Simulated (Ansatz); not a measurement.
Zr, response to strain

Start from Zr in the hcp (Mg type) structure (space group P6_3/mmc, No. 194; a = 3.182 Å, c = 5.124 Å; relaxed with 0.1 eV smearing). Axes: x lies along a and z along c of the hexagonal cell.

Strains are applied to the cell and any free atomic positions relax.

Computed with PBEsol in Ansatz (plane waves to 420 eV, PAW, without spin-orbit coupling).

Notes on the quantities. energy relative to the base: free energy F.

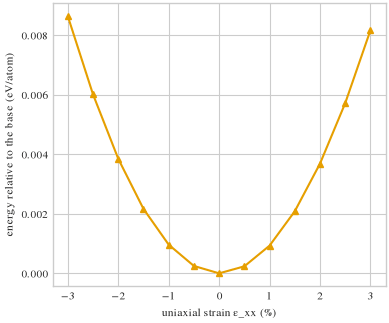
Figure: Energy relative to the base against uniaxial strain ε_xx

Task: From the plot, what is the energy relative to the base for uniaxial strain ε_xx = +3.00 %?

Result: About 0.0082 eV/atom.

Task: Is the trend monotonic over the range shown?

Result: No, it turns within the range, spanning 0 meV/atom to +8.6 meV/atom.

Whether these cells are dynamically stable was not tested. The final runs are not spin-polarised.

Ansatz is a quantum-chemistry and plane-wave program.
